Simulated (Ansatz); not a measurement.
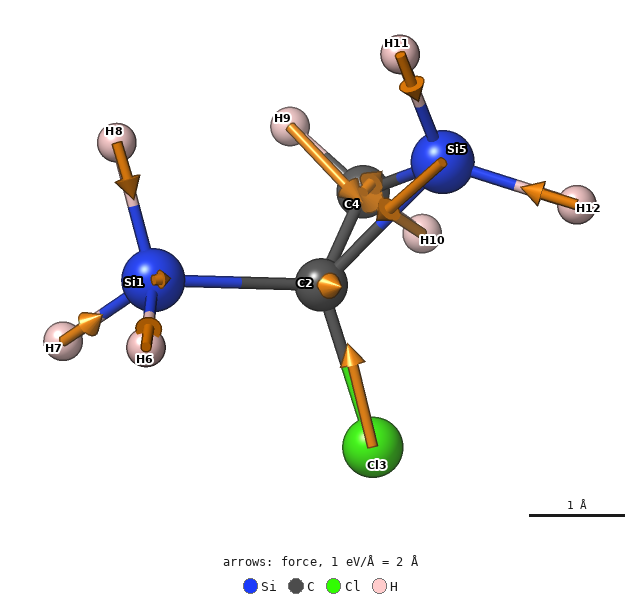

Starting geometry of C$_{2}$H$_{7}$ClSi$_{2}$ with the computed forces as orange arrows. The picture is a ball-and-stick view, seen from a free direction.

The start comes from PBE-D4/def2-SVP.

Method: RKS PBE0-D4/def2-TZVP in Ansatz. (force threshold 0.005 eV/Å; at most 150 steps)

> Is this structure relaxed? If not, where do the atoms go?

It isn't relaxed: the largest force vector, on Si5, is 0.61 eV/Å. The final displacements follow the starting forces only in part (cosine between the two patterns 0.63). The largest move after the best rigid fit is that of H7, 0.058 Å. Largest moves by element: H 0.058 Å, Cl 0.039 Å, Si 0.029 Å, C 0.021 Å. Among the contacts that change: C2–Si5 1.898 → 1.864 Å, C4–Si5 1.877 → 1.846 Å, C2–Cl3 1.806 → 1.777 Å, Si1–C2 1.885 → 1.862 Å. After 7 geometry steps the energy has fallen by 5.66 kJ/mol. Largest force component: 0.59 eV/Å at the start, 0.0023 eV/Å at the end.
